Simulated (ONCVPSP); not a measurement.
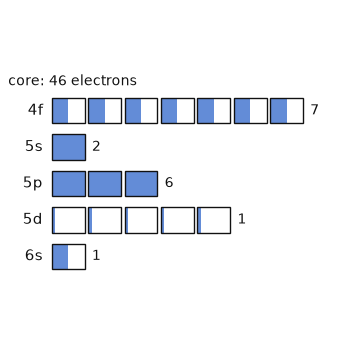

**Figure 1.** The valence shells of the reference configuration: a box for each of the 2l + 1 orbitals, shaded by the share of the shell that is filled, with the electron count at the right. The shells are those of the unaltered input.

# Pseudopotential generation for Gd (part 1 of 2)

System: gadolinium (Gd, Z = 64), core [Kr] 4d10, reference valence 4f7 5s2 5p6 5d1 6s1 (an ion of charge +1), valence charge 18. (This line and the method describe the unaltered input from which the odd one was made.)
Method: ONCV potential, PBE, fully relativistic, made with ONCVPSP 4.0.1.

### Outcome

| quantity | value |
| --- | --- |
| outcome | generated, with a ghost state |
| ghost flags of the generator | 4 GHOST(-), 2 GHOST(+) |
| largest excitation error printed | 35 meV |
| hardware | 1 CPU thread, shared host |
| wall time | 15 s |

### What is odd here

One thing in this input was made odd on purpose: nproj of l = 1 set to 4. The program ran to the end. The all-electron atom is untouched: its total energy equals that from the unaltered input (−11279.8504 Ha). The pseudo-atom's total energy moves by −0.0039 Ha, so the potential, or the configuration in which it is tested, is another one. The unaltered input has a GHOST(-) flag too. The potential has a bound ghost state, so it can't be used as it stands.

### Input
```
# ATOM AND REFERENCE CONFIGURATION
# atsym  z   nc   nv     iexc    psfile
  Gd 64.00    9    5        4      upf
#
#   n    l    f
    1    0    2.00
    2    0    2.00
    2    1    6.00
    3    0    2.00
    3    1    6.00
    3    2   10.00
    4    0    2.00
    4    1    6.00
    4    2   10.00
    4    3    7.00
    5    0    2.00
    5    1    6.00
    5    2    1.00
    6    0    1.00
#
# PSEUDOPOTENTIAL AND OPTIMIZATION
# lmax
    3
#
#   l,   rc,      ep,       ncon, nbas, qcut
    0    2.10    0.00    4    8    7.30
    1    1.85    0.00    4    9    7.30
    2    3.20    0.00    4    9    4.10
    3    1.00    0.00    3    8   16.70
#
# LOCAL POTENTIAL
# lloc, lpopt,  rc(5),   dvloc0
    4    5    0.75   -1.00
#
# VANDERBILT-KLEINMAN-BYLANDER PROJECTORs
# l, nproj, debl
    0    2    2.50
    1    4    2.60
    2    3    0.40
    3    2    3.00
#
# MODEL CORE CHARGE
# icmod, fcfact, rcfact
    3    5.00    1.05
#
# LOG DERIVATIVE ANALYSIS
# epsh1, epsh2, depsh
   -4.00    5.00    0.02
#
# OUTPUT GRID
# rlmax, drl
    6.00    0.01
#
# TEST CONFIGURATIONS
# ncnf
    4
# nvcnf
#   n    l    f
    5
    4    3    7.00
    5    0    2.00
    5    1    6.00
    5    2    1.00
    6    0    2.00
#
    5
    4    3    7.00
    5    0    2.00
    5    1    6.00
    5    2    1.00
    6    0    0.00
#
    5
    4    3    7.00
    5    0    2.00
    5    1    6.00
    5    2    0.00
    6    0    0.00
#
    5
    4    3    7.00
    5    0    2.00
    5    1    6.00
    5    2    1.00
    6    0    1.50
#
```

Launched with:
```bash
oncvpspr.x < Gd.dat > Gd.out
```

### Output (extracts)
```
ONCVPSP  (Optimized Norm-Conservinng Vanderbilt PSeudopotential)
relativistic version 4.0.1

#   n    l    f        energy (Ha)
    1    0    2.00    -1.8396141D+03
    2    0    2.00    -3.0378208D+02
    2    1    6.00    -2.6286855D+02    -2.8844182D+02
    3    0    2.00    -6.7526236D+01
    3    1    6.00    -5.5638200D+01    -6.0884237D+01
    3    2   10.00    -4.3037271D+01    -4.4180061D+01
    4    0    2.00    -1.3787874D+01
    4    1    6.00    -1.0034940D+01    -1.1202500D+01
    4    2   10.00    -5.5670529D+00    -5.7781603D+00
    4    3    7.00    -5.3939575D-01    -5.6718028D-01
    5    0    2.00    -2.0576774D+00
    5    1    6.00    -1.1869713D+00    -1.3469751D+00
    5    2    1.00    -3.0413017D-01    -3.1562183D-01
    6    0    1.00    -3.4079711D-01

Reference configufation results
  iterations    28
  all-electron total energy (Ha)   -1.12798504D+04

Begin loop to  construct optimized pseudo wave functions
and semi-local pseudopoentials for all angular momenta

Calculating optimized projector #   1

 for l=   0

    Fraction of norm inside rc  0.942839
    Optimizing pswf for qcut=   7.29 a_B^-1,  ecut=  26.61 Ha
    Residual kinetic energy error=  2.43D-08 Ha

    Energy error per electron        Cutoff
         Ha          eV             Ha
         0.01000     0.27211       11.57
         0.00100     0.02721       15.33
         0.00010     0.00272       18.37
         0.00001     0.00027       20.96

Calculating optimized projector #   2

 for l=   0

    Fraction of norm inside rc  0.070640
    Optimizing pswf for qcut=   7.29 a_B^-1,  ecut=  26.61 Ha
    Residual kinetic energy error=  1.32D-08 Ha

    Energy error per electron        Cutoff
         Ha          eV             Ha
         0.01000     0.27211        9.27
         0.00100     0.02721       13.92
         0.00010     0.00272       17.62
         0.00001     0.00027       20.59

   Wellstate for l =  1  n =  7 kap= -2
     eigenvalue =   1.4130
     asymptotic potential =   1.9130
     half-point radius =  3.7619

   Wellstate for l =  1  n =  8 kap= -2
     eigenvalue =   4.0130
     asymptotic potential =   4.5130
     half-point radius =  3.4085

   Wellstate for l =  1  n =  9 kap= -2
     eigenvalue =   6.6130
     asymptotic potential =   7.1130
     half-point radius =  3.4189

Calculating optimized projector #   1

 for l=   1

    Fraction of norm inside rc  0.721713
    Optimizing pswf for qcut=   7.30 a_B^-1,  ecut=  26.64 Ha
    Residual kinetic energy error=  1.24D-06 Ha

    Energy error per electron        Cutoff
         Ha          eV             Ha
         0.01000     0.27211       12.73
         0.00100     0.02721       17.85
         0.00010     0.00272       21.41
         0.00001     0.00027       24.14

Calculating optimized projector #   2

 for l=   1

    Fraction of norm inside rc  0.076702
    Optimizing pswf for qcut=   7.30 a_B^-1,  ecut=  26.64 Ha
    Residual kinetic energy error=  3.45D-06 Ha

    Energy error per electron        Cutoff
         Ha          eV             Ha
         0.01000     0.27211       12.28
         0.00100     0.02721       18.30
         0.00010     0.00272       22.15
         0.00001     0.00027       25.49

Calculating optimized projector #   3

 for l=   1

    Fraction of norm inside rc  0.086315
    Optimizing pswf for qcut=   7.30 a_B^-1,  ecut=  26.64 Ha
    Residual kinetic energy error=  3.42D-05 Ha

    Energy error per electron        Cutoff
         Ha          eV             Ha
         0.01000     0.27211       15.56
         0.00100     0.02721       21.27
         0.00010     0.00272       25.18
         0.00001     0.00027       33.29

Calculating optimized projector #   4

 for l=   1

    Fraction of norm inside rc  0.074526
    Optimizing pswf for qcut=   7.30 a_B^-1,  ecut=  26.64 Ha
    Residual kinetic energy error=  1.79D-04 Ha

    Energy error per electron        Cutoff
         Ha          eV             Ha
         0.01000     0.27211       17.84
         0.00100     0.02721       22.95
         0.00010     0.00272       28.16
         0.00001     0.00027       59.33

   Wellstate for l =  1  n =  7 kap=  1
     eigenvalue =   1.2530

   Wellstate for l =  1  n =  8 kap=  1
     eigenvalue =   3.9736

   Wellstate for l =  1  n =  9 kap=  1
     eigenvalue =   6.5709

Calculating optimized projector #   1

 for l=   1

    Fraction of norm inside rc  0.780756
    Optimizing pswf for qcut=   7.30 a_B^-1,  ecut=  26.64 Ha
    Residual kinetic energy error=  1.50D-06 Ha

    Energy error per electron        Cutoff
         Ha          eV             Ha
         0.01000     0.27211       12.26
         0.00100     0.02721       17.82
         0.00010     0.00272       21.48
         0.00001     0.00027       24.28

Calculating optimized projector #   2

 for l=   1

    Fraction of norm inside rc  0.081686
    Optimizing pswf for qcut=   7.30 a_B^-1,  ecut=  26.64 Ha
    Residual kinetic energy error=  5.05D-06 Ha

    Energy error per electron        Cutoff
         Ha          eV             Ha
         0.01000     0.27211       11.25
         0.00100     0.02721       18.39
         0.00010     0.00272       22.40
         0.00001     0.00027       26.03

Calculating optimized projector #   3

 for l=   1

    Fraction of norm inside rc  0.096577
    Optimizing pswf for qcut=   7.30 a_B^-1,  ecut=  26.64 Ha
    Residual kinetic energy error=  5.09D-05 Ha

    Energy error per electron        Cutoff
         Ha          eV             Ha
         0.01000     0.27211       15.47
         0.00100     0.02721       21.55
         0.00010     0.00272       25.70
         0.00001     0.00027       36.01

Calculating optimized projector #   4

 for l=   1

    Fraction of norm inside rc  0.078543
    Optimizing pswf for qcut=   7.30 a_B^-1,  ecut=  26.64 Ha
    Residual kinetic energy error=  2.60D-04 Ha

    Energy error per electron        Cutoff
         Ha          eV             Ha
         0.01000     0.27211       18.06
         0.00100     0.02721       23.67
         0.00010     0.00272       29.93
         0.00001     0.00027       52.50

   Wellstate for l =  2  n =  6 kap= -3
     eigenvalue =   0.0959
     asymptotic potential =   0.5959
     half-point radius =  6.5998

   Wellstate for l =  2  n =  7 kap= -3
     eigenvalue =   0.4959
     asymptotic potential =   0.9959
     half-point radius =  7.3384

Calculating optimized projector #   1

 for l=   2

    Fraction of norm inside rc  0.756654
    Optimizing pswf for qcut=   4.11 a_B^-1,  ecut=   8.43 Ha
    Residual kinetic energy error=  1.33D-05 Ha

    Energy error per electron        Cutoff
         Ha          eV             Ha
         0.01000     0.27211        4.89
         0.00100     0.02721        6.33
         0.00010     0.00272        7.41
         0.00001     0.00027        9.81

Calculating optimized projector #   2

 for l=   2

    Fraction of norm inside rc  0.185448
    Optimizing pswf for qcut=   4.11 a_B^-1,  ecut=   8.43 Ha
    Residual kinetic energy error=  2.06D-05 Ha

    Energy error per electron        Cutoff
         Ha          eV             Ha
         0.01000     0.27211        4.85
         0.00100     0.02721        6.42
         0.00010     0.00272        7.64
         0.00001     0.00027        9.85

Calculating optimized projector #   3

 for l=   2

    Fraction of norm inside rc  0.152620
    Optimizing pswf for qcut=   4.11 a_B^-1,  ecut=   8.43 Ha
    Residual kinetic energy error=  5.38D-05 Ha

    Energy error per electron        Cutoff
         Ha          eV             Ha
         0.01000     0.27211        5.15
         0.00100     0.02721        6.76
         0.00010     0.00272        8.21
         0.00001     0.00027       10.66

   Wellstate for l =  2  n =  6 kap=  2
     eigenvalue =   0.0844

   Wellstate for l =  2  n =  7 kap=  2
     eigenvalue =   0.4901

Calculating optimized projector #   1

 for l=   2

    Fraction of norm inside rc  0.775931
    Optimizing pswf for qcut=   4.11 a_B^-1,  ecut=   8.43 Ha
    Residual kinetic energy error=  1.61D-05 Ha

    Energy error per electron        Cutoff
         Ha          eV             Ha
         0.01000     0.27211        4.99
         0.00100     0.02721        6.41
         0.00010     0.00272        7.50
         0.00001     0.00027       10.26

Calculating optimized projector #   2

 for l=   2

    Fraction of norm inside rc  0.180263
    Optimizing pswf for qcut=   4.11 a_B^-1,  ecut=   8.43 Ha
    Residual kinetic energy error=  2.45D-05 Ha

    Energy error per electron        Cutoff
         Ha          eV             Ha
         0.01000     0.27211        4.92
         0.00100     0.02721        6.49
         0.00010     0.00272        7.73
         0.00001     0.00027       10.06

Calculating optimized projector #   3

 for l=   2

    Fraction of norm inside rc  0.154629
    Optimizing pswf for qcut=   4.11 a_B^-1,  ecut=   8.43 Ha
    Residual kinetic energy error=  6.46D-05 Ha

    Energy error per electron        Cutoff
         Ha          eV             Ha
         0.01000     0.27211        5.24
         0.00100     0.02721        6.84
         0.00010     0.00272        8.36
         0.00001     0.00027       11.07

   Wellstate for l =  3  n =  6 kap= -4
     eigenvalue =   2.4606
     asymptotic potential =   2.9606
     half-point radius =  3.0124

Calculating optimized projector #   1

 for l=   3

    Fraction of norm inside rc  0.702303
    Optimizing pswf for qcut=  16.70 a_B^-1,  ecut= 139.40 Ha
    Residual kinetic energy error=  8.72D-06 Ha

    Energy error per electron        Cutoff
         Ha          eV             Ha
         0.01000     0.27211      102.30
         0.00100     0.02721      116.80
         0.00010     0.00272      127.96
         0.00001     0.00027      140.60

Calculating optimized projector #   2

 for l=   3

    Fraction of norm inside rc  0.044517
    Optimizing pswf for qcut=  16.70 a_B^-1,  ecut= 139.40 Ha
    Residual kinetic energy error=  5.81D-06 Ha

    Energy error per electron        Cutoff
         Ha          eV             Ha
         0.01000     0.27211       93.39
         0.00100     0.02721      111.88
         0.00010     0.00272      125.45
         0.00001     0.00027      136.77

   Wellstate for l =  3  n =  6 kap=  3
     eigenvalue =   2.4328

Calculating optimized projector #   1

 for l=   3

    Fraction of norm inside rc  0.711319
    Optimizing pswf for qcut=  16.70 a_B^-1,  ecut= 139.40 Ha
    Residual kinetic energy error=  9.09D-06 Ha

    Energy error per electron        Cutoff
         Ha          eV             Ha
         0.01000     0.27211      102.59
         0.00100     0.02721      116.99
         0.00010     0.00272      128.11
         0.00001     0.00027      140.96

Calculating optimized projector #   2

 for l=   3

    Fraction of norm inside rc  0.044100
    Optimizing pswf for qcut=  16.70 a_B^-1,  ecut= 139.40 Ha
    Residual kinetic energy error=  6.04D-06 Ha

    Energy error per electron        Cutoff
         Ha          eV             Ha
         0.01000     0.27211       93.61
         0.00100     0.02721      112.09
         0.00010     0.00272      125.62
         0.00001     0.00027      137.05

Construct Vanderbilt / Kleinmman-Bylander projectors

B matrix Hermiticity error, ll=  0  kap= -1
   1   2    1.6054D-04

  Orthonormal projector coefficients  1.9013E+01  1.9935E+00

B matrix Hermiticity error, ll=  1  kap= -2
   1   2   -2.6524D-04
   1   3    4.6173D-04
   2   3    1.4895D-04
   1   4   -5.3282D-04
   2   4   -2.6971D-04
   3   4    1.7714D-04

  Orthonormal projector coefficients  2.6644E+01  5.3852E+00  1.3175E+00  2.2247E-01

B matrix Hermiticity error, ll=  1  kap=  1
   1   2   -2.9688D-04
   1   3    5.0915D-04
   2   3    1.6119D-04
   1   4   -5.9519D-04
   2   4   -2.9418D-04
   3   4    1.9208D-04

  Orthonormal projector coefficients  2.7659E+01  5.2436E+00  1.0222E+00  2.1660E-01

B matrix Hermiticity error, ll=  2  kap= -3
   1   2    2.1555D-05
   1   3   -3.7209D-05
   2   3    1.4415D-05

  Orthonormal projector coefficients  5.8113E+00 -8.1651E-01 -6.1341E-01

B matrix Hermiticity error, ll=  2  kap=  2
   1   2    2.2284D-05
   1   3   -3.8390D-05
   2   3    1.4413D-05

  Orthonormal projector coefficients  5.9796E+00 -7.5031E-01 -6.7126E-01

B matrix Hermiticity error, ll=  3  kap= -4
   1   2   -5.6465D-04

  Orthonormal projector coefficients -1.4505E+01 -5.1325E+00

B matrix Hermiticity error, ll=  3  kap=  3
   1   2   -5.7350D-04

  Orthonormal projector coefficients -1.4631E+01 -5.1932E+00

 Orthonormal scalar projector coefficients, l =  1
  2.6860E+01  5.1738E+00  1.1370E+00  4.4913E-01  1.3292E-01  5.2462E-03
  2.1546E-03  5.1096E-05

 Orthonormal spin-orbit projector coefficients, l =  1
 -3.3353E+00  2.3353E+00  7.6592E-01 -1.8500E-01  7.7942E-02 -5.4923E-02
  1.5545E-02 -1.1868E-03

 Orthonormal scalar projector coefficients, l =  2
  5.8772E+00 -7.8842E-01 -6.3640E-01 -3.2910E-04 -5.2248E-05  1.1122E-05

 Orthonormal spin-orbit projector coefficients, l =  2
 -1.2983E-01  3.3617E-02  2.0532E-02  6.9385E-03 -1.7753E-03 -1.5138E-04

 Orthonormal scalar projector coefficients, l =  3
 -1.4559E+01 -5.1585E+00 -4.4483E-06 -1.0065E-06

 Orthonormal spin-orbit projector coefficients, l =  3
  3.6506E-02  1.7438E-02 -5.8964E-04 -9.9538E-05

Model core correction analysis
  based on d2Exc/dn_idn_j

d2excae - all-electron derivatives

   -1.827903D-02   -1.021552D-02   -7.545265D-03   -2.836508D-03
   -1.228042D-03
   -1.021542D-02   -2.041903D-02   -1.760022D-02   -7.306306D-03
   -1.696904D-03
   -7.545204D-03   -1.760024D-02   -1.746804D-02   -1.029676D-02
   -2.966567D-03
   -2.836450D-03   -7.306191D-03   -1.029658D-02   -1.624946D-02
   -1.578147D-02
   -1.227848D-03   -1.696436D-03   -2.965231D-03   -1.578206D-02
   -2.905837D-02

d2excps - pseudofunction derivatives with no core correction

   -5.050603D-02   -1.932951D-02   -1.231344D-02   -3.551955D-03
   -2.263448D-03
   -1.932959D-02   -2.769923D-02   -2.413225D-02   -9.606339D-03
   -2.351135D-03
   -1.231342D-02   -2.413228D-02   -2.420663D-02   -1.397694D-02
   -3.868911D-03
   -3.551799D-03   -9.605896D-03   -1.397654D-02   -2.197625D-02
   -1.927536D-02
   -2.263049D-03   -2.349938D-03   -3.865785D-03   -1.927485D-02
   -3.452954D-02

rms 2nd derivative error    7.910443E-03

rmatch, rhocmatch    0.9206   11.4136

Teter function model core charge with specified parameters

d2excps - pseudofunction derivatives with core correction

   -3.850640D-02   -1.726200D-02   -1.154859D-02   -3.495348D-03
   -2.010019D-03
   -1.726181D-02   -2.697252D-02   -2.388090D-02   -9.621277D-03
   -2.243332D-03
   -1.154844D-02   -2.388090D-02   -2.418273D-02   -1.401571D-02
   -3.817731D-03
   -3.495178D-03   -9.620833D-03   -1.401531D-02   -2.199292D-02
   -1.927033D-02
   -2.009585D-03   -2.242125D-03   -3.814604D-03   -1.926983D-02
   -3.451612D-02

rms 2nd derivative error    5.786371E-03

Pseudoatom total energy -109.409391

Diagnostic tests using Vanderbilt-Kleinman-Bylander pseudopotentials
  relativistic with J = L +/- 1/2 projectors

   l  kap   rcore       rmatch      e in        delta e    norm test   slope test

   0  -1   2.1016952   2.1655072  -2.0576774   0.0000009   1.0001345   1.0001292
   0  -1   2.1016952   2.1655072  -0.3407971   0.0000022   1.0000300   1.0000251

   1  -2   1.8535834   1.9098622  -1.1869713  -0.0000057   1.0001069   1.0001271
   1   1   1.8535834   1.9098622  -1.3469751  -0.0000000   1.0001230   1.0001276
   1  -2   1.8535834   1.9098622   1.4130287   0.0000302   1.0003325   1.0003325
   1   1   1.8535834   1.9098622   1.3736208   0.0000419   1.0003242   1.0003242
   1  -2   1.8535834   1.9098622   4.0130287   0.0001384   1.0003730   1.0003730
   1   1   1.8535834   1.9098622   3.9709079   0.0001205   1.0003680   1.0003680
   1  -2   1.8535834   1.9098622   6.6130287   0.0000927   1.0005220   1.0005220
   1   1   1.8535834   1.9098622   6.5736105   0.0000696   1.0005217   1.0005217

   2  -3   3.2138556   3.3114353  -0.3041302  -0.0000007   1.0000393   1.0000458
   2   2   3.2138556   3.3114353  -0.3156218  -0.0000001   1.0000432   1.0000401
   2  -3   3.2138556   3.3114353   0.0958698   0.0000004   1.0000998   1.0000998
   2   2   3.2138556   3.3114353   0.0900541   0.0000006   1.0001009   1.0001009
   2  -3   3.2138556   3.3114353   0.4958698   0.0000043   1.0001045   1.0001045
   2   2   3.2138556   3.3114353   0.4906885   0.0000048   1.0001034   1.0001034

   3  -4   1.0009678   1.0313594  -0.5393957  -0.0001165   1.0002430   1.0002045
   3   3   1.0009678   1.0313594  -0.5671803   0.0000171   1.0002920   0.9999961
   3  -4   1.0009678   1.0313594   2.4606043   0.0000031   1.0007093   1.0007093
   3   3   1.0009678   1.0313594   2.4571818   0.0000154   1.0007041   1.0007041

Diagnostic tests using Vanderbilt-Kleinman-Bylander pseudopotentials
  relativistic with scalar and spin-orbit non-local projectors

   l  kap   rcore       rmatch      e in        delta e    norm test   slope test

   0  -1   2.1016952   2.1655072  -2.0576774   0.0000009   1.0001345   1.0001292
   0  -1   2.1016952   2.1655072  -0.3407971   0.0000022   1.0000300   1.0000251
```

(Continued in part 2.)
